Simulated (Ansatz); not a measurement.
One crystal and one scan (energy against volume) at two levels, PBE (plane waves to 420 eV, PAW, scalar-relativistic; Ansatz, a program for electronic structure) and r2SCAN (plane waves to 500 eV, PAW, scalar-relativistic; Ansatz), each from its own relaxed cell and on its own mesh. The cell shown is that of PBE.

SiC (zinc blende)

```
CELL_PARAMETERS angstrom
      0.00000     2.18988     2.18988
      2.18988     0.00000     2.18988
      2.18988     2.18988     0.00000
ATOMIC_POSITIONS crystal
  C  0.75000 0.75000 0.75000
  Si 0.00000 0.00000 0.00000
```

Equation-of-state scan: isotropic scaling of the cell above, V₀ being its volume. Symmetry pins the atoms to their sites.

Energies are smeared free energies. SiC was relaxed with its symmetry unable to fall. Percentages come from the unrounded values.

| quantity | PBE | r2SCAN | PBE − r2SCAN |
|---|---|---|---|
| Lattice constant a (Å) | 4.380 | 4.356 | +0.024 (+0.5 %) |
| Band gap of the relaxed cell, no spin-orbit coupling (eV) | 1.37 | 1.71 | -0.34 (-20 %) |
| Bulk modulus B₀ (third-order Birch-Murnaghan fit) (GPa) | 212.4 | 227.2 | -14.8 (-6.5 %) |
| Pressure derivative B₀′ (fit) | 3.9 | 3.9 | 0.0 |

PBE gives the higher value for: lattice constant a. PBE gives the lower value for: band gap of the relaxed cell, no spin-orbit coupling; bulk modulus B₀. They agree on: pressure derivative B₀′ (within 1.5 %). For the lattice constant a the reference is 4.346 Å (measured, corrected to the static lattice; as given in Daniel Mejia-Rodriguez, S. B. Trickey, Physical Review B (2018), arXiv:1807.09216): r2SCAN lies nearer. For the bulk modulus B₀ the reference is 229.1 GPa (measured, corrected to the static lattice; as given in Daniel Mejia-Rodriguez, S. B. Trickey, Physical Review B (2018), arXiv:1807.09216): r2SCAN lies nearer. 

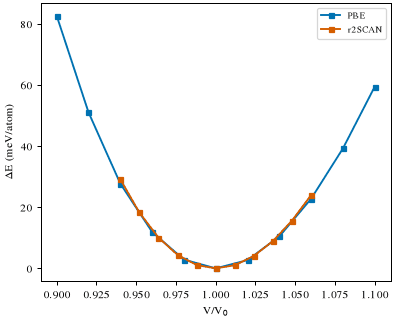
Figure: ΔE, each from the relaxed starting cell of its own level.

(Under strain, the slope of the energy per volume gives the stress and its curvature an elastic modulus.)
